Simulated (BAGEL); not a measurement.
# B2NH5O (SMILES BOBN): B3LYP/6-311+G(d,p) (density fitting with qzvpp-jkfit)

What is the energy change on altering one bond length of B2NH5O at B3LYP/6-311+G** (density fitting with qzvpp-jkfit)? 

The results are computed with BAGEL 1.2.2.

1 further run of the same task is left out (set aside as unsound or not needed). Runs told in other sessions of the task aren't counted.

### 1 Starting point

The species is B2NH5O (9 atoms), meant as a singlet with charge 0. SMILES: `BOBN`. The shape is that of a GFN2-xTB optimisation. This is one conformer, not always the lowest.

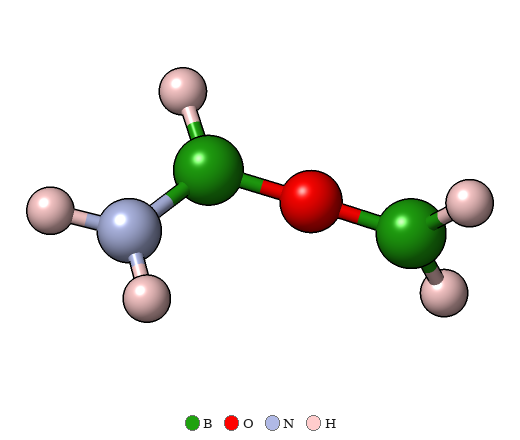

The structure, seen from a chosen angle (boron green, oxygen red, nitrogen light blue, hydrogen pink).

### 2 The energy at B3LYP/6-311+G(d,p) (density fitting with qzvpp-jkfit)

Input file dft.json:

```json
{ "bagel": [

{
  "title": "molecule",
  "basis": "6-311+gss.json",
  "df_basis": "qzvpp-jkfit",
  "angstrom": true,
  "geometry": [
    { "atom": "B", "xyz": [      -0.554830,       1.774420,       0.183280 ] },
    { "atom": "O", "xyz": [      -0.246110,       0.526480,       0.337160 ] },
    { "atom": "B", "xyz": [       0.079630,      -0.748010,       0.469550 ] },
    { "atom": "N", "xyz": [       0.590370,      -1.467420,      -0.621680 ] },
    { "atom": "H", "xyz": [      -1.652690,       2.076220,      -0.143520 ] },
    { "atom": "H", "xyz": [       0.259820,       2.612800,       0.374500 ] },
    { "atom": "H", "xyz": [      -0.057600,      -1.287220,       1.506670 ] },
    { "atom": "H", "xyz": [       0.726140,      -1.053970,      -1.527620 ] },
    { "atom": "H", "xyz": [       0.855280,      -2.433300,      -0.578330 ] }
  ]
},

{
  "title": "ks",
  "xc_func": "b3lyp"
},

{
  "title": "print",
  "file": "orbitals.molden",
  "orbitals": true
}

]}
```

The basis set 6-311+G** is read from a file made from the Basis Set Exchange's data (not shown).

Started as:

```bash
$ BAGEL_NUM_THREADS=1 BAGEL dft.json > dft.out
```

The program printed:

```text
* using 1 threads per process

  ===============================================================
  ===============================================================

  *** Geometry ***

  { "atom" : "B", "xyz" : [     -1.048477,      3.353168,      0.346349 ] },
  { "atom" : "O", "xyz" : [     -0.465080,      0.994903,      0.637140 ] },
  { "atom" : "B", "xyz" : [      0.150479,     -1.413534,      0.887321 ] },
  { "atom" : "N", "xyz" : [      1.115638,     -2.773022,     -1.174805 ] },
  { "atom" : "H", "xyz" : [     -3.123131,      3.923487,     -0.271213 ] },
  { "atom" : "H", "xyz" : [      0.490989,      4.937476,      0.707702 ] },
  { "atom" : "H", "xyz" : [     -0.108848,     -2.432493,      2.847194 ] },
  { "atom" : "H", "xyz" : [      1.372206,     -1.991715,     -2.886783 ] },
  { "atom" : "H", "xyz" : [      1.616245,     -4.598271,     -1.092885 ] },

  Number of auxiliary basis functions:      394

  Since a DF basis is specified, we compute 2- and 3-index integrals:
    o Being stored without compression. Storage requirement is 0.044 GB

  Number of basis functions:      118
  Number of electrons      :       30

    * METHOD: MOLECULE                             0.20

  *** Kohn-Sham DFT ***

    * Removing 16022 points whose weight is below 1.00e-10
    * Grid points: 118132

  === Nuclear Repulsion ===
   102.5395877328

       - DIIS with orbital gradients will be used.

  === KS iteration (b3lyp / 6-311+gss.json) ===
      0       -137.30719225          0.19540893           0.46
      1       -120.83879467          0.14379791           0.45
      2       -127.56307160          0.19393474           0.45
      3       -172.07142446          0.10370169           0.44
      4       -173.46914982          0.10499555           0.44
      5       -174.87858167          0.08872710           0.44
      6       -179.27490117          0.07892498           0.45
      7       -160.56862275          0.14393357           0.44
      8       -182.48230026          0.03369255           0.44
      9       -182.60091306          0.02712249           0.44
     10       -182.83895033          0.00680883           0.44
     11       -182.85853023          0.00289752           0.44
     12       -182.86186315          0.00067984           0.44
     13       -182.86206596          0.00015519           0.44
     14       -182.86207533          0.00003627           0.44
     15       -182.86207573          0.00001298           0.45
     16       -182.86207577          0.00000656           0.45
     17       -182.86207578          0.00000170           0.46
     18       -182.86207578          0.00000025           0.45
     19       -182.86207578          0.00000014           0.44
     20       -182.86207578          0.00000002           0.44
     21       -182.86207578          0.00000001           0.44
     22       -182.86207578          0.00000000           0.44
    * SCF iteration converged.

    * Permanent dipole moment:
           (   -0.281023,     0.548459,     0.442996) a.u.

    * METHOD: KS                                  11.06

    * METHOD: PRINT                                0.03

  ===============================================================
```

Run time: 11 s. Hardware: 1 thread of Arm Neoverse V1, shared host; peak memory 0.61 GiB.

### 3 The distorted shape, same level

Input file input.json:

```json
{ "bagel": [

{
  "title": "molecule",
  "basis": "6-311+gss.json",
  "df_basis": "qzvpp-jkfit",
  "angstrom": "true",
  "geometry": [
    { "atom": "B", "xyz": [      -0.677025,       1.648666,       0.154598 ] },
    { "atom": "O", "xyz": [      -0.368305,       0.400726,       0.308478 ] },
    { "atom": "B", "xyz": [      -0.042565,      -0.873764,       0.440868 ] },
    { "atom": "N", "xyz": [       0.468175,      -1.593174,      -0.650362 ] },
    { "atom": "H", "xyz": [      -1.774885,       1.950466,      -0.172202 ] },
    { "atom": "H", "xyz": [       0.259820,       2.612800,       0.374500 ] },
    { "atom": "H", "xyz": [      -0.179795,      -1.412974,       1.477988 ] },
    { "atom": "H", "xyz": [       0.603945,      -1.179724,      -1.556302 ] },
    { "atom": "H", "xyz": [       0.733085,      -2.559054,      -0.607012 ] }
  ]
},

{
  "title": "ks",
  "xc_func": "b3lyp",
  "charge": 0
},

{
  "title": "print",
  "file": "orbitals.molden",
  "orbitals": "true"
}

]}
```

The basis set 6-311+G** is read from a file made from the Basis Set Exchange's data (not shown).

Started as:

```bash
$ BAGEL_NUM_THREADS=1 BAGEL input.json > input.out
```

The program printed:

```text
* using 1 threads per process

  ===============================================================
  ===============================================================

  *** Geometry ***

  { "atom" : "B", "xyz" : [     -1.279392,      3.115527,      0.292148 ] },
  { "atom" : "O", "xyz" : [     -0.695996,      0.757262,      0.582939 ] },
  { "atom" : "B", "xyz" : [     -0.080436,     -1.651175,      0.833120 ] },
  { "atom" : "N", "xyz" : [      0.884723,     -3.010663,     -1.229006 ] },
  { "atom" : "H", "xyz" : [     -3.354047,      3.685847,     -0.325415 ] },
  { "atom" : "H", "xyz" : [      0.490989,      4.937476,      0.707702 ] },
  { "atom" : "H", "xyz" : [     -0.339763,     -2.670134,      2.792993 ] },
  { "atom" : "H", "xyz" : [      1.141291,     -2.229355,     -2.940985 ] },
  { "atom" : "H", "xyz" : [      1.385330,     -4.835911,     -1.147086 ] },

  Number of auxiliary basis functions:      394

  Since a DF basis is specified, we compute 2- and 3-index integrals:
    o Being stored without compression. Storage requirement is 0.044 GB

  Number of basis functions:      118
  Number of electrons      :       30

    * METHOD: MOLECULE                             0.21

  *** Kohn-Sham DFT ***

    * Removing 15839 points whose weight is below 1.00e-10
    * Grid points: 118315

  === Nuclear Repulsion ===
   102.0347141634

       - DIIS with orbital gradients will be used.

  === KS iteration (b3lyp / 6-311+gss.json) ===
      0       -137.43973405          0.19523752           0.46
      1       -121.30207892          0.14243219           0.45
      2       -127.87415534          0.19672353           0.44
      3       -171.87408044          0.10617232           0.45
      4       -173.49471505          0.10310719           0.45
      5       -175.07545167          0.08749153           0.45
      6       -179.34098644          0.07724757           0.45
      7       -159.95059065          0.14697467           0.45
      8       -182.59680485          0.02702851           0.45
      9       -182.64852504          0.02378128           0.45
     10       -182.83051854          0.00686948           0.45
     11       -182.84985523          0.00298868           0.45
     12       -182.85340756          0.00108799           0.45
     13       -182.85385917          0.00031734           0.45
     14       -182.85388906          0.00007535           0.45
     15       -182.85389149          0.00000745           0.44
     16       -182.85389151          0.00000534           0.44
     17       -182.85389152          0.00000211           0.44
     18       -182.85389152          0.00000029           0.45
     19       -182.85389152          0.00000020           0.46
     20       -182.85389152          0.00000006           0.45
     21       -182.85389152          0.00000001           0.45
     22       -182.85389152          0.00000000           0.44
    * SCF iteration converged.

    * Permanent dipole moment:
           (   -0.203948,     0.668987,     0.466106) a.u.

    * METHOD: KS                                  11.11

    * METHOD: PRINT                                0.03

  ===============================================================
```

Run time: 12 s. Hardware: 1 thread of Arm Neoverse V1, shared host; peak memory 0.61 GiB.

### 4 Summary of results

Level: B3LYP/6-311+G** (density fitting with qzvpp-jkfit).

| quantity | value |
| --- | --- |
| first shape: total energy | -182.86208 Eh |
| first shape: dipole moment | 1.93 D |
| first shape: HOMO energy | -7.47 eV |
| first shape: LUMO energy | -0.73 eV |
| first shape: HOMO–LUMO gap | 6.74 eV |
| distorted shape: total energy | -182.85389 Eh |
| distorted shape: dipole moment | 2.14 D |
| distorted shape: HOMO energy | -7.44 eV |
| distorted shape: LUMO energy | -0.78 eV |
| distorted shape: HOMO–LUMO gap | 6.66 eV |
| energy change with the B1–H6 bond stretched from 1.185 to 1.362 Å | 0.223 eV |

What this shows: With the B1–H6 bond stretched from 1.185 to 1.362 Å the energy rises by 0.22 eV (21.5 kJ/mol). The first shape isn't relaxed at this level, so the change isn't measured from a minimum.
